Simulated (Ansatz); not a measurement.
# C2H10Ge2N2 (SMILES C/N=[CH]/[GeH2][NH][GeH3]): what the fields show

Input file:

```
crystal:
  periodic: [false, false, false]
  atoms:
    - { symbol: C, position_ang: [3.549, -0.2904, 0.3182] }
    - { symbol: "N", position_ang: [2.2357, 0.2946, 0.2015] }
    - { symbol: C, position_ang: [1.2521, -0.3461, -0.3214] }
    - { symbol: Ge, position_ang: [-0.471, 0.4895, -0.4426] }
    - { symbol: "N", position_ang: [-1.7109, -0.5115, 0.5255] }
    - { symbol: Ge, position_ang: [-3.3638, 0.3256, 0.316] }
    - { symbol: H, position_ang: [4.2325, 0.4405, 0.7969] }
    - { symbol: H, position_ang: [3.505, -1.2057, 0.9466] }
    - { symbol: H, position_ang: [3.9443, -0.5456, -0.6885] }
    - { symbol: H, position_ang: [1.3769, -1.3591, -0.6949] }
    - { symbol: H, position_ang: [-0.3928, 1.9235, 0.1412] }
    - { symbol: H, position_ang: [-0.9034, 0.5571, -1.9297] }
    - { symbol: H, position_ang: [-1.7821, -1.4405, 0.0536] }
    - { symbol: H, position_ang: [-3.2977, 1.7584, 0.904] }
    - { symbol: H, position_ang: [-4.4503, -0.4882, 1.0639] }
    - { symbol: H, position_ang: [-3.7234, 0.3981, -1.1903] }
basis:
  gaussian:
    orbitals: cc-pVDZ
hamiltonian:
  xc: b3lyp
  dispersion: d4
output:
  orbitals: {}
  forces: true
```

Not at a stationary point (largest force 1.8 eV/Å).

These are results of Ansatz, SCF B3LYP, Gaussian basis, not measurements.

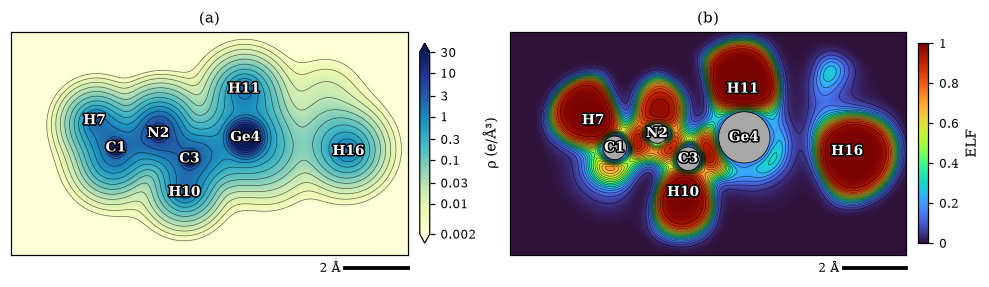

Figure 1. (a) electron density; (b) ELF on the plane of atoms N2, C1 and H7. Grey discs cover the atomic cores in the ELF map.

What do the fields say about this system?

The section cuts through C, N, Ge and H sites.
C–N (1.29 Å): ρ is about 2.7 e/Å³ halfway; the ELF peaks at about 0.90 between the atoms (localised, covalent bonding).
C–Ge (1.92 Å): ρ at the midpoint is about 0.93 e/Å³; the ELF peaks at about 0.95 in the valence shell of C, 0.7 Å from its nucleus, and is about 0.65 at the midpoint.
C–N (1.44 Å): ρ is about 2 e/Å³ halfway; the ELF peaks at about 0.95 between the atoms: a shared electron pair.
C–H (1.09 Å): the density is about 2 e/Å³ at the midpoint; the ELF climbs to about 1 towards the hydrogen, as it does in any bond to H: an ordinary covalent bond to hydrogen.
Ge–H (1.55 Å): the density is about 1 e/Å³ at the midpoint; the ELF climbs to about 1 towards the hydrogen.
The ELF also peaks beside N2, away from the bonds: lone-pair regions.

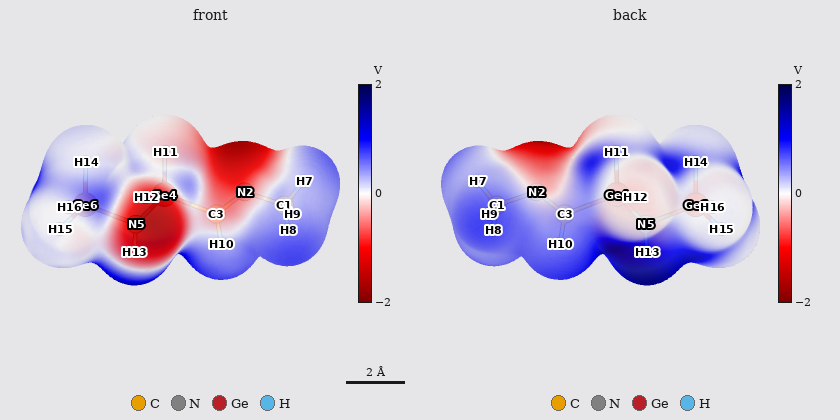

Figure 2. The molecular electrostatic potential painted on the density surface at 0.002 e/bohr³, seen from the front and from behind; red is negative and blue positive.

Which sites attract a positive test charge, and which a negative one?

A positive charge is drawn to the negative regions and a negative charge to the positive ones. The most negative region (about −1.6 V) lies over N2 and N5, the most positive (about +1.7 V) over H13.

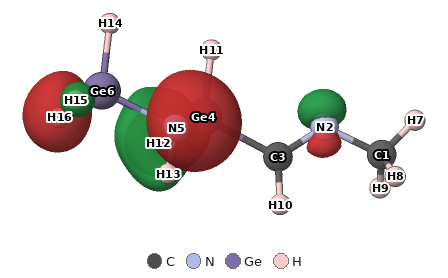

Figure 3. The HOMO−1 at ±0.1 Å⁻³ᐟ² (green and red are the two phases), seen at a tilt.

Describe this orbital and give its energy.

By Hirshfeld shares it lies mainly on N5 (about 60 %), Ge6 (about 10 %), Ge4 (about 10 %), H16 (about 5 %) and H12 (about 5 %). Its energy is −7.03 eV.
